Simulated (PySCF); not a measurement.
**Run report: WOF3, single-point calculation**

- system: WOF3 (W(O)(F)3), multiplicity 2
- method: UKS r2SCAN, W def2-SVP with ECP60, O def2-SVP, F def2-SVP; non-relativistic Hamiltonian with a scalar-relativistic core potential; density fitting (PySCF 2.14.0)

It belongs to a series of runs on one base structure; here: grid = [30, 86].

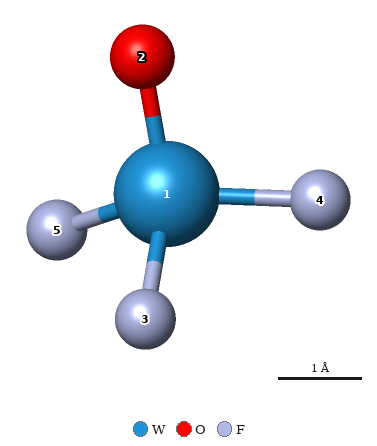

The input geometry (ball-and-stick view, seen at a tilt; atoms are numbered from 1 in the order of the input). Sticks mark near contacts.

Key numbers:

- outcome: converged
- total energy: −441.620783 hartree
- ⟨S²⟩: 0.753
- largest force (length of the vector): 0.328 eV/Å
- dipole moment: 0.69 D
- hardware: 2 threads of Arm Neoverse V1, 24 GiB of memory available, shared host
- wall time: 3.7 s (CPU time 7.5 s)
- peak memory: 1.8 GiB

Remarks:

Settings chosen away from the usual ones: grid = [30, 86]. These settings are looser than, or depart from, a standard set-up, so the numbers are not reference values for this system.

Input file:
```python
mol = gto.M(atom='''
W     -0.04624     0.09472    -0.05111
O      1.05239     1.17007     0.67828
F     -1.25259    -1.15750     0.67366
F      1.08815    -1.16887    -0.79593
F     -1.35187     1.25240    -0.67973''',
    basis={'W': 'def2-SVP', 'O': 'def2-SVP', 'F': 'def2-SVP'},
    ecp={'W': 'def2-SVP'},
    charge=0, spin=1)
mf = dft.UKS(mol, xc='R2SCAN')
mf.grids.atom_grid = (30, 86)  # f atoms: at least (60, 302), unpruned
mf = mf.density_fit()  # W def2-universal-JKFIT, O def2-universal-JKFIT, F def2-universal-JKFIT
mf.conv_tol = 1e-08; mf.max_cycle = 55
mf.kernel(dm0)
```

The script is an equivalent of the set-up of the self-consistent field. The run itself was carried out by a driver, which started from the orbitals of the step before it where there was one and computed the further properties.

Command:
```bash
OMP_NUM_THREADS=2 python <driver script>
```

What the program printed:
```
init E= -457.403531602537
  HOMO = -0.138168843528  LUMO = -0.129474379901  gap/eV = 0.23659
cycle= 1 E= -436.460191142446  delta_E= 20.9  |g|= 3.74  |ddm|=  3.6
  HOMO = -0.0089214110725  LUMO = -0.00646858499473  gap/eV = 0.06674
cycle= 2 E= -431.845232301135  delta_E= 4.61  |g|= 4.36  |ddm|= 6.04
  HOMO = -0.266928823655  LUMO = -0.251094847729  gap/eV = 0.43086
cycle= 3 E= -441.048807164542  delta_E= -9.2  |g|= 1.17  |ddm|= 4.76
  HOMO = -0.222286331176  LUMO = -0.20947329349  gap/eV = 0.34866
cycle= 4 E= -436.191185265938  delta_E= 4.86  |g|= 2.94  |ddm|= 2.77
  HOMO = -0.167779801194  LUMO = -0.109668317489  gap/eV = 1.58129
cycle= 5 E= -441.576379711469  delta_E= -5.39  |g|= 0.288  |ddm|= 2.54
  HOMO = -0.252830434832  LUMO = -0.178505346633  gap/eV = 2.02249
cycle= 6 E= -441.611481148844  delta_E= -0.0351  |g|= 0.143  |ddm|= 0.468
  HOMO = -0.225120640455  LUMO = -0.144417206057  gap/eV = 2.19605
cycle= 7 E= -441.619208281298  delta_E= -0.00773  |g|= 0.0654  |ddm|= 0.169
  HOMO = -0.223618190713  LUMO = -0.142402332113  gap/eV = 2.21000
cycle= 8 E= -441.620612798865  delta_E= -0.0014  |g|= 0.0209  |ddm|= 0.0536
  HOMO = -0.224873515434  LUMO = -0.143081531866  gap/eV = 2.22567
cycle= 9 E= -441.620747348123  delta_E= -0.000135  |g|= 0.00906  |ddm|= 0.0153
  HOMO = -0.225049104476  LUMO = -0.143165603435  gap/eV = 2.22816
cycle= 10 E= -441.620774414418  delta_E= -2.71e-05  |g|= 0.00444  |ddm|= 0.00431
  HOMO = -0.225106559974  LUMO = -0.143231581434  gap/eV = 2.22793
cycle= 11 E= -441.620781567767  delta_E= -7.15e-06  |g|= 0.00177  |ddm|= 0.00252
  HOMO = -0.225122710679  LUMO = -0.143273597127  gap/eV = 2.22723
cycle= 12 E= -441.620782452693  delta_E= -8.85e-07  |g|= 0.000973  |ddm|= 0.00122
  HOMO = -0.225110624033  LUMO = -0.143284470457  gap/eV = 2.22660
cycle= 13 E= -441.620782816064  delta_E= -3.63e-07  |g|= 0.000184  |ddm|= 0.000617
  HOMO = -0.225111124011  LUMO = -0.143290920074  gap/eV = 2.22644
cycle= 14 E= -441.620782829747  delta_E= -1.37e-08  |g|= 4.66e-05  |ddm|= 0.000157
  HOMO = -0.225111484244  LUMO = -0.14329284472  gap/eV = 2.22640
cycle= 15 E= -441.620782830577  delta_E= -8.3e-10  |g|= 8.89e-06  |ddm|= 4.64e-05
  HOMO = -0.22511235626  LUMO = -0.143293626272  gap/eV = 2.22640
```

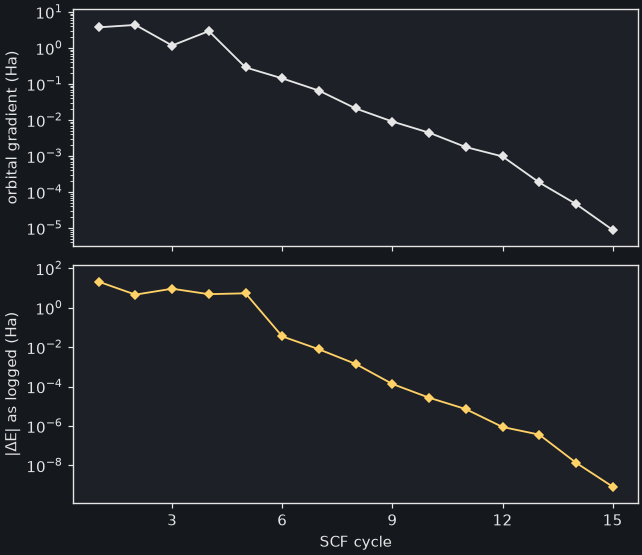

Convergence of the self-consistent field: orbital gradient and size of the energy change against the SCF cycle. The residual comes down, with one marked jump up, by a factor of about 2.5, at step 4.

```
Extra cycle  E= -441.620782830136  delta_E= 4.42e-10  |g|= 3.45e-05  |ddm|= 3e-05
converged SCF energy = -441.620782830136  <S^2> = 0.75261614  2S+1 = 2.0026144
```
